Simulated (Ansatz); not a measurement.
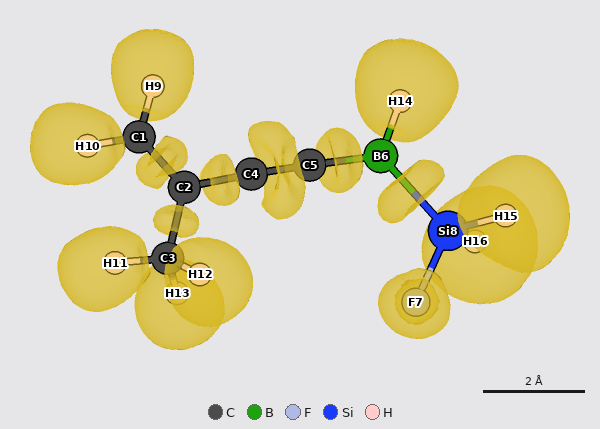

Figure 1: C5H8BFSi. Isosurface of the electron localisation function at 0.8 (yellow), seen at a tilt. Only the valence region is drawn (cores and ρ < 0.01 e/Å³ removed).

Geometry: B3LYP/def2-SVP.

All numbers below come from isolated molecule in a Gaussian basis; Kohn-Sham density functional theory, functional PBE0 (Ansatz).

The calculation's input:

```
crystal:
  periodic: [false, false, false]
  atoms:
    - symbol: C
      position_ang: [-1.247973, 1.863966, 2.284388]
    - symbol: C
      position_ang: [-1.331445, 1.503812, 0.984485]
    - symbol: C
      position_ang: [-2.481030, 1.908029, 0.087921]
    - symbol: C
      position_ang: [-0.299057, 0.704255, 0.406815]
    - symbol: C
      position_ang: [0.566212, 0.015812, -0.135089]
    - symbol: B
      position_ang: [1.596331, -0.817598, -0.819173]
    - symbol: F
      position_ang: [0.111610, -0.776273, -3.475860]
    - symbol: Si
      position_ang: [1.463203, -1.356588, -2.753672]
    - symbol: H
      position_ang: [-0.403587, 1.554916, 2.904212]
    - symbol: H
      position_ang: [-2.025822, 2.475687, 2.750377]
    - symbol: H
      position_ang: [-3.216278, 2.518580, 0.631755]
    - symbol: H
      position_ang: [-2.990078, 1.017678, -0.315231]
    - symbol: H
      position_ang: [-2.114258, 2.483905, -0.777101]
    - symbol: H
      position_ang: [2.566546, -1.201709, -0.205963]
    - symbol: H
      position_ang: [1.431104, -2.845665, -2.888229]
    - symbol: H
      position_ang: [2.633791, -0.842804, -3.529762]
basis:
  gaussian:
    orbitals: def2-SVPD
hamiltonian:
  xc: {name: PBE0}
output: {forces: true, orbitals: {seedname: orbitals}}
```

Launched as:

```sh
ansatz run input.yaml --threads 4 --pin off --max-ram 7830MiB --events-out events.jsonl --progress --plain --runs-dir runs
```

### Describe the localisation domains.

The surface consists of one region between bonded B–C atoms (shared pairs), one region between bonded B–Si atoms (shared pairs), four regions between bonded C–C atoms (shared pairs), eight regions around hydrogen nuclei and one region wrapped around F (its lone pairs, merged into a ring or cap). Along the contacts the grid gives the following. C–C (1.23 Å): the ELF peaks at about 0.85 between the atoms; a short, multiple covalent bond. C–B (1.49 Å): the ELF peaks at about 0.95 between the atoms (a covalent bond).
